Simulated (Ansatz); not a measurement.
# CH2ClFOSi: basis-set convergence

Aim: see how fast density functionals converge with the basis set for CH2ClFOSi.

Program: Ansatz 0.2.0, Gaussian basis. Level of theory: one geometry, several basis sets. These are calculated values, not measurements.

The runs, in order: PBE0-D4/def2-SVP; ωB97M-V/def2-SVP; PBE0-D4/def2-QZVPP; ωB97M-V/def2-QZVPP; the functionals' def2-TZVPP values are taken from earlier runs.

## Step 1: The geometry

All runs share one geometry, relaxed beforehand with PBE0-D4 in a triple-zeta def2 set.

SMILES `FC1(Cl)O[SiH2]1`, 7 atoms, charge 0, spin multiplicity 1.

Atoms are counted from 1 here; the program's logs count them from 0.

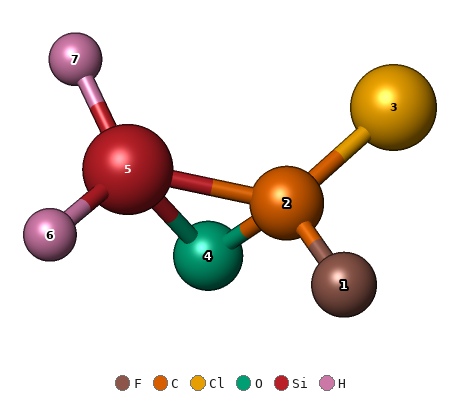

The structure; fluorine brown, carbon orange, chlorine amber, oxygen teal, silicon red, hydrogen pink; atoms are numbered from 1 in the order of the file.

## Step 2: PBE0-D4 in def2-SVP

The input, in.yaml:

```yaml
crystal:
  periodic: [false, false, false]
  atoms:
    - {symbol: F, position_ang: [-0.309050, -1.230642, 1.517303]}
    - {symbol: C, position_ang: [0.262293, -0.694716, 0.425102]}
    - {symbol: Cl, position_ang: [1.854126, -1.410664, 0.208677]}
    - {symbol: O, position_ang: [-0.558260, -0.779308, -0.699959]}
    - {symbol: Si, position_ang: [-0.290459, 0.853911, -0.350738]}
    - {symbol: H, position_ang: [-1.459079, 1.599713, 0.155289]}
    - {symbol: H, position_ang: [0.561629, 1.593707, -1.301374]}
basis:
  gaussian: {orbitals: def2-SVP}
hamiltonian: {xc: pbe0, dispersion: d4}
output: {orbitals: {seedname: orbitals}}
```

On the command line:

```console
> ansatz run in.yaml --threads 2 --pin off --events-out ev --progress --plain --max-ram 4352MiB
```

Further steps of the session: ωB97M-V in def2-SVP; PBE0-D4 in def2-QZVPP; ωB97M-V in def2-QZVPP.

**Question.** What will the summary of the whole plan be? Wanted: PBE0-D4: double and triple zeta above quadruple; ωB97M-V: double and triple zeta above quadruple.

As calculated:

| quantity | value |
| --- | --- |
| PBE0-D4: double and triple zeta above quadruple | 15.24, 0.95 eV |
| ωB97M-V: double and triple zeta above quadruple | 15.28, 0.90 eV |

PBE0-D4 gains 14.29 eV from double to triple zeta, then 0.95 eV more. Total energies overstate the basis error of differences, where much of it tends to cancel. The LUMO of ωB97M-V is positive and keeps falling with the basis (0.91 to 0.18 eV): an unbound level that the basis holds in place.
